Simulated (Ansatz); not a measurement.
# H3OS2Si (charge +1): what the fields show

The calculation's input:

```
crystal:
  periodic: [false, false, false]
  atoms:
    - {symbol: Si, position_ang: [-1.711292, 0.302591, -0.381838]}
    - {symbol: S, position_ang: [-0.138286, 0.367841, 0.911145]}
    - {symbol: O, position_ang: [1.109301, 0.132170, -0.149327]}
    - {symbol: S, position_ang: [2.174377, -1.109323, 0.291353]}
    - {symbol: H, position_ang: [-3.034414, 0.590565, 0.196535]}
    - {symbol: H, position_ang: [-1.451479, 0.030147, -1.805155]}
    - {symbol: H, position_ang: [3.051791, -0.313990, 0.937285]}
basis:
  gaussian: {orbitals: def2-TZVPP}
total_charge: 1
hamiltonian: {xc: pbe0, dispersion: d4}
output: {orbitals: {seedname: orbitals}}
```

Run with:

```sh
ansatz run in.yaml --threads 2 --pin off --events-out ev --progress --plain --max-ram 4352MiB
```

Geometry: PBE0-D4/def2-TZVP.

These are results of RKS PBE0-D4/def2-TZVPP in Ansatz, not measurements.

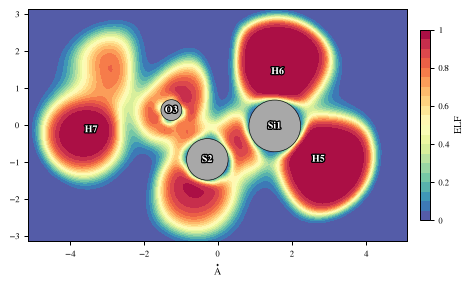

Figure 1. ELF on the plane of atoms H5, Si1 and H6. Grey discs cover the atomic cores.

**What does the map show?**

- The section cuts through Si, S, O and H sites.
- S–O (1.65 Å): the ELF peaks at about 0.80 between the atoms: a shared but strongly polarised pair.
- Si–S (2.04 Å): the ELF peaks at about 0.90 between the atoms, as expected for localised, covalent bonding.
- Si–H (1.47 Å): the ELF climbs to about 1 towards the hydrogen, as it does in any bond to H.
- The ELF also peaks beside S2 and O3, away from the bonds: lone-pair regions.

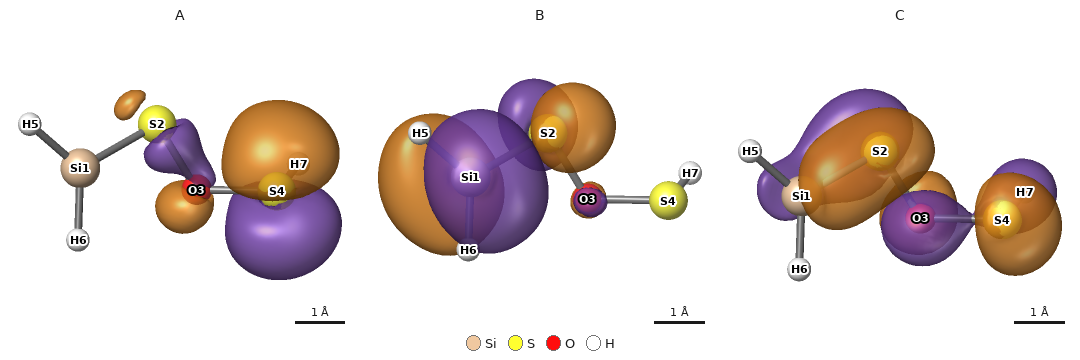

Figure 2. Three frontier orbitals at ±0.1 Å⁻³ᐟ² (orange and purple are the two phases), in no order.

**Order the three orbitals by energy and name them.**

C is the HOMO−1 (−13.33 eV). Its weight (Hirshfeld) is mainly on S2 (about 35 %), O3 (about 30 %), S4 (about 15 %) and Si1 (about 15 %); π-antibonding (π*) across S2–O3. A is the HOMO (−11.92 eV). Its weight (Hirshfeld) is mainly on S4 (about 80 %) and O3 (about 5 %); largely a lone pair of S4. B is the LUMO (−8.46 eV). It lies mainly on Si1 (about 65 %) and S2 (about 25 %).

**What is the HOMO–LUMO gap?**

3.46 eV between the orbital energies.

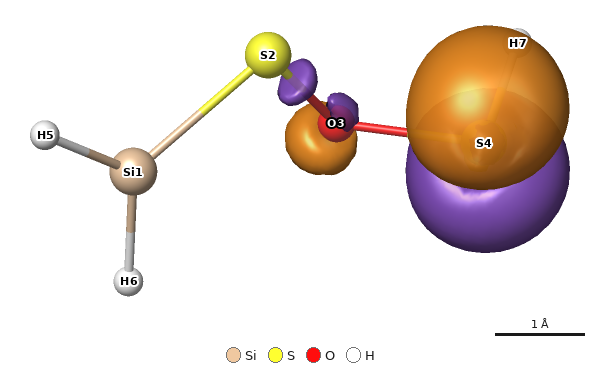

Figure 3. One frontier orbital at ±0.2 Å⁻³ᐟ² (orange and purple are the two phases), seen at a tilt.

**Which orbital is it: HOMO or LUMO?**

The HOMO, at −11.92 eV. By Hirshfeld shares it lies mainly on S4 (about 80 %) and O3 (about 5 %); largely a lone pair of S4.
